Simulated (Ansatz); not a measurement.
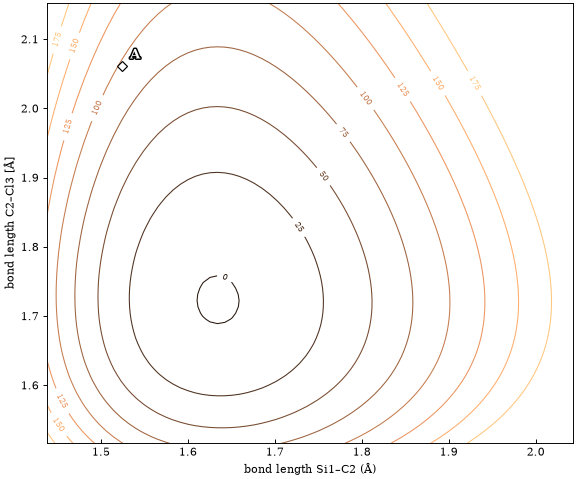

CClSi, SMILES [Si-]#CCl, charge −1. First axis: bond length Si1–C2. Second axis: bond length C2–Cl3. Nothing is relaxed (all other coordinates rigid). The grid has 15 × 15 points. Points are written as (first, second). Energies are in kJ/mol, from the lowest grid point. Level of theory: RKS CAM-B3LYP-D4/def2-SVPD (Ansatz 0.2.0).

Drawn: contour lines labelled in kJ/mol (none above 175), the point A. Between grid points the surface is interpolated.

Question: Which way does the force act at A, and how strong is it?

Answer: A, at (1.524 Å, 2.062 Å), is not a stationary point. The computed force is 610 kJ/mol for each Å towards larger values of bond length Si1–C2 and 290 kJ/mol for each Å towards smaller values of bond length C2–Cl3.
